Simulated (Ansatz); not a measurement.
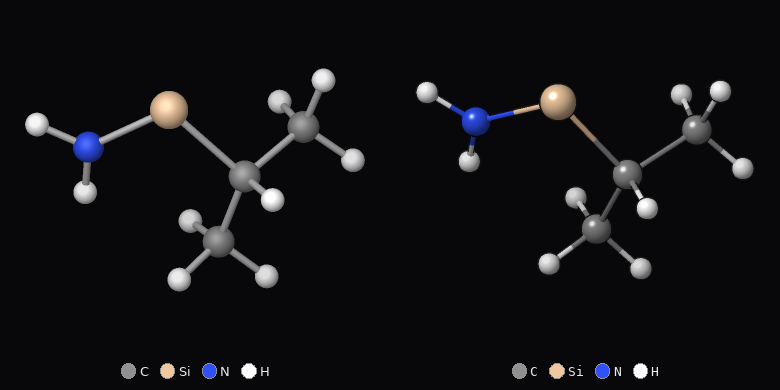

Two views of one molecule.

Describe the molecule.

It has 14 atoms: 3 carbon, 9 hydrogen, 1 nitrogen and 1 silicon (C3H9NSi). Its SMILES string is `CC(C)[Si]N`. It has no ring. Among its groups: Si–N bond. This geometry has C1 symmetry. Coordination: 3 C tetrahedral; 1 Si bent; 1 N trigonal planar.

The parts below concern this one geometry. Atoms keep their numbers from picture to picture. The geometry was computed by an optimisation with PBE0-D4/def2-TZVP.

Geometry

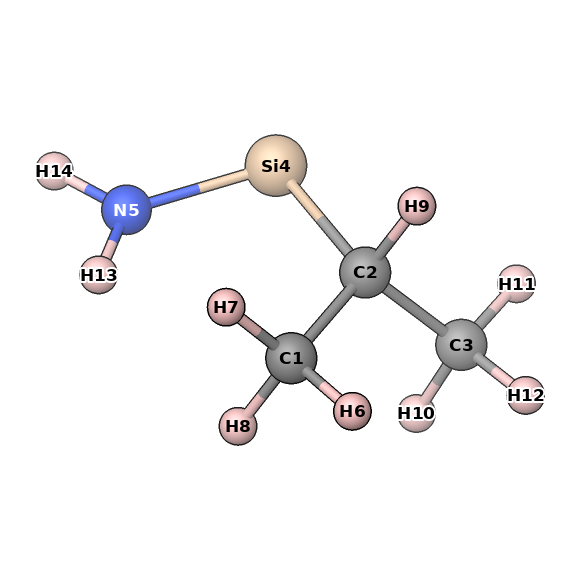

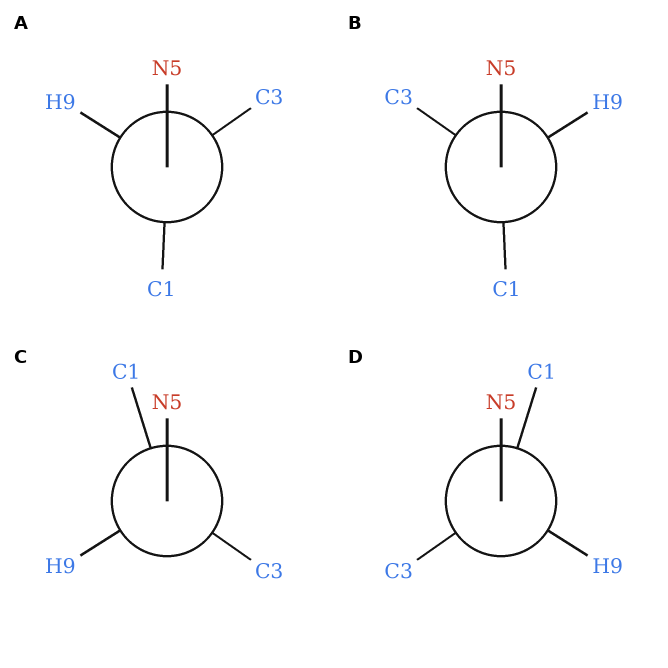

Depth is shown by fading: the farther an atom, the more it takes the colour of the background. Bonds that would overlap in a projection are set slightly apart.

**Which Newman projection shows the view along Si4–C2, with Si4 in front?**

C. The torsion angle N5–Si4–C2–C1 is −3°, synperiplanar (eclipsed).

Vibrations

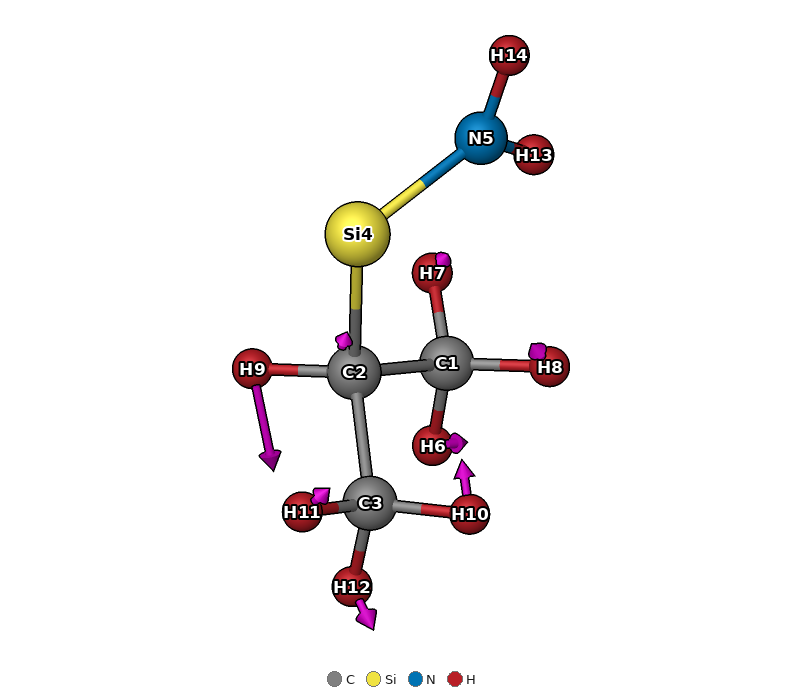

The arrows show one normal mode. Harmonic vibrations computed with RKS PBE0-D4/def2-TZVP (Ansatz 0.2.0) at a stationary point of the same level.

**Estimate its harmonic wavenumber.**

1242 cm⁻¹; it is mode 19 of 36 counted from the lowest.

Levels of theory compared

Program: Ansatz 0.2.0.

Tabulate dipole (D), HOMO–LUMO gap (eV), HOMO energy (eV) at these levels: B3LYP-D4/def2-TZVPP; PBE-D4/def2-TZVPP; r2SCAN-D4/def2-TZVPP; ωB97M-V/def2-TZVPP.

```
               level  dipole (D)  HOMO–LUMO gap (eV)  HOMO energy (eV)
 B3LYP-D4/def2-TZVPP        1.83                4.46             −5.70
   PBE-D4/def2-TZVPP        1.95                2.94             −4.83
r2SCAN-D4/def2-TZVPP        2.03                3.24             −5.01
  ωB97M-V/def2-TZVPP        1.79                8.83             −7.96
```

Charges

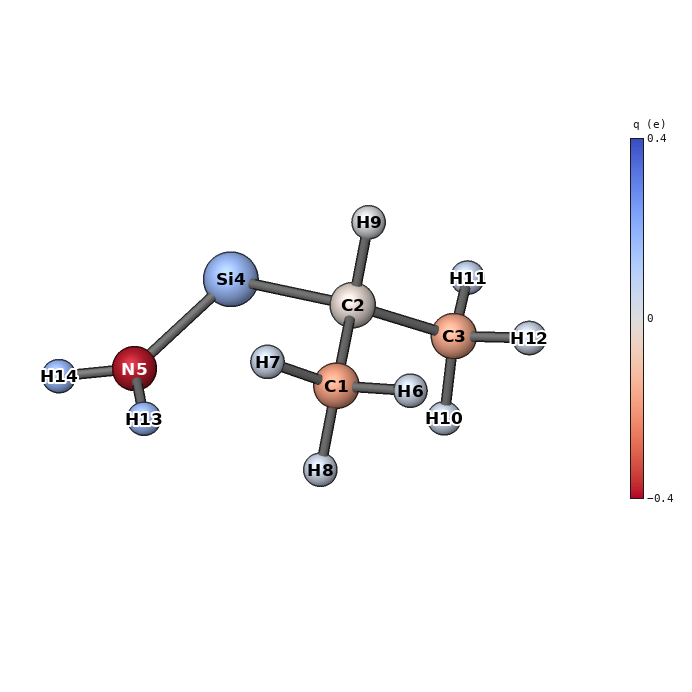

Atoms are coloured by their Mulliken charges. Properties computed with RKS r2SCAN-D4/def2-TZVPP (Ansatz 0.2.0).

List the Mulliken charges.

| atom | value (e) |
| --- | --- |
| C1 | −0.18 |
| C2 | −0.02 |
| C3 | −0.17 |
| Si4 | 0.16 |
| N5 | −0.38 |
| H6 | 0.04 |
| H7 | 0.05 |
| H8 | 0.04 |
| H9 | 0.01 |
| H10 | 0.05 |
| H11 | 0.06 |
| H12 | 0.04 |
| H13 | 0.15 |
| H14 | 0.16 |

Mulliken values depend strongly on the basis set and can even reverse the polarity of a bond.
